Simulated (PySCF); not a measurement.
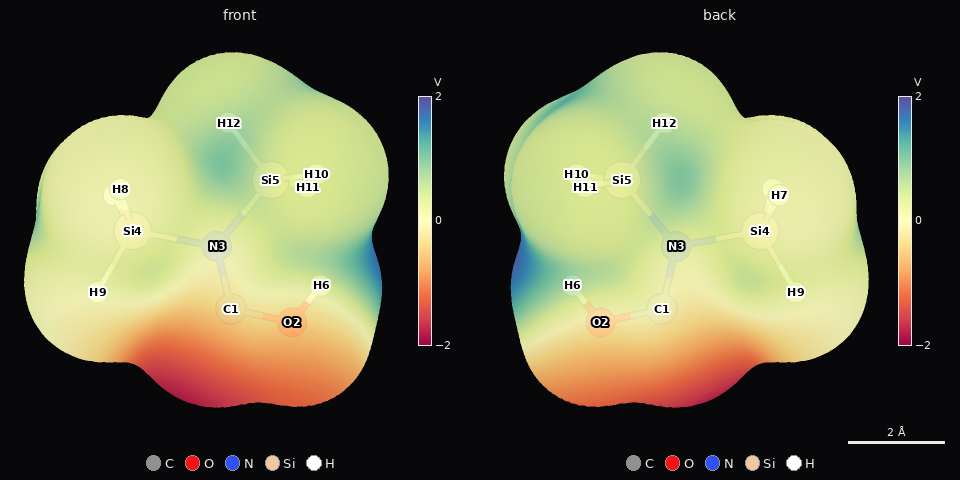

Figure 1: CH₇NOSi₂ (SMILES O[C]N([SiH3])[SiH3]). The electrostatic potential painted on the density surface at 0.001 e/bohr³, seen from the front and from behind; red is negative and blue positive.

Geometry: PBE0-D3(BJ)/def2-SVP.

These are results of PBE0/pcSseg-2, SCF density, gas phase, non-relativistic (PySCF 2.14.0), not measurements.

Input file:

```
{"job": {"kind": "nmr", "xc": "PBE0", "basis": "pcSseg-2"}, "charge": 0, "multiplicity": 1}
C      0.900858     1.308152     0.669152
O      1.581190     0.885155     1.706510
N      0.151611     0.361225     0.054762
Si    -0.745221     0.997380    -1.357972
Si    -0.012745    -1.386423     0.479931
H      1.474280    -0.070404     1.917636
H     -2.190417     0.665207    -1.172744
H     -0.264361     0.289020    -2.582480
H     -0.539452     2.460085    -1.467488
H      1.307725    -2.081276     0.423513
H     -0.585926    -1.559191     1.847656
H     -0.935087    -1.943403    -0.544792
```

Run with:

```sh
OMP_NUM_THREADS=1 python cluster_run.py task.json out
```

Describe the electrostatic potential map.

Answer. The most negative region (about −1.8 V) lies over C1, the most positive (about +1.7 V) over H6.
